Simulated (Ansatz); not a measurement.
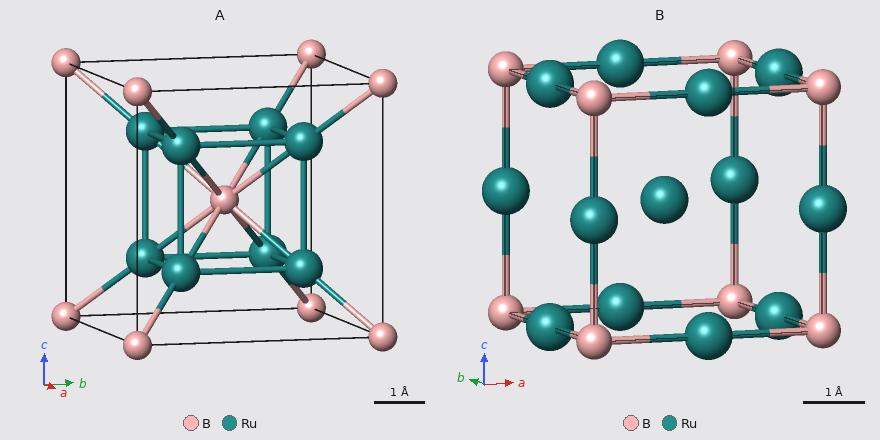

Two structures of BRu$_{4}$, each relaxed to rest (conventional cells in solid outline, small ones repeated, not to one scale). Method: DFT PBE, scalar-relativistic, plane waves, PAW (Ansatz), without spin polarisation.

**What are the two structures?**

A: 10 atoms a cell on a body-centred cubic lattice, Im-3m. B: 5 atoms a cell on a primitive cubic lattice, Pm-3m.

**Which of the two does the method prefer?**

B is lower, by 473 meV/atom at this level of theory (energies at zero smearing). Volumes: A 13.9, B 13.0 Å³/atom.

One or both may be structure types tried for this composition rather than known phases.
